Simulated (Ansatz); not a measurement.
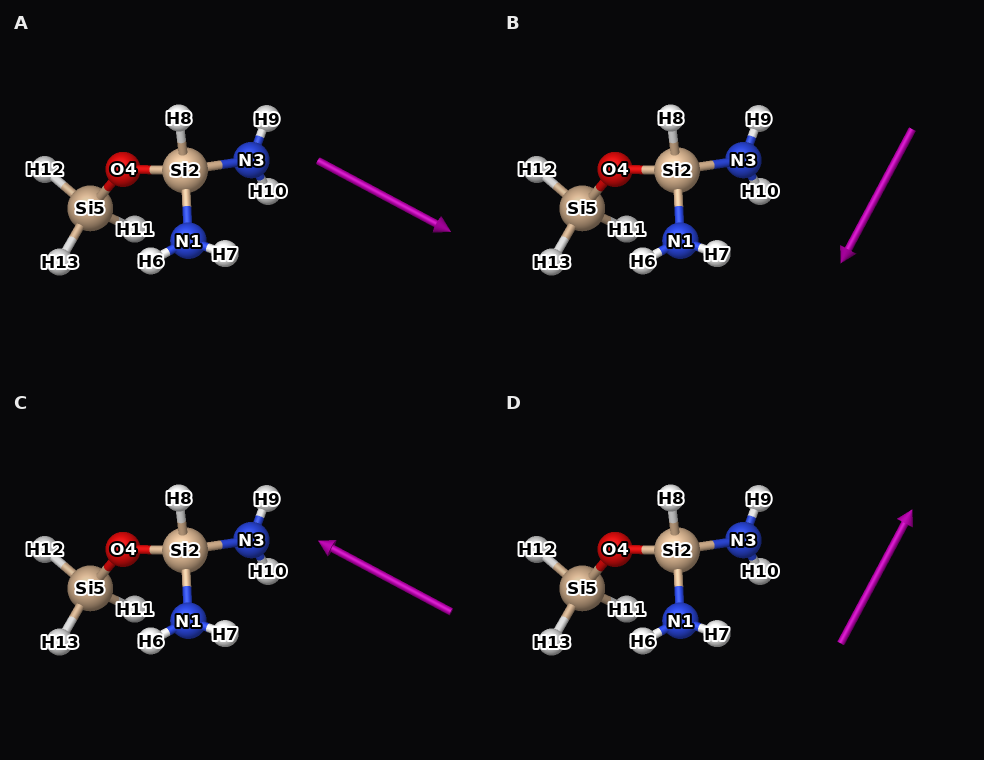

The same molecule four times, each with an arrow. Computed geometry: PBE0-D4/def2-TZVP optimisation. No frequency run is at hand to confirm it as a minimum. Method: RKS PBE-D4/def2-TZVPP (Ansatz 0.2.0).

> Which arrow points along the dipole moment, from the negative to the positive end?

A. The dipole moment is 1.43 D; it points from the side of H12 to the side of H7 (the outermost atoms at the two ends).
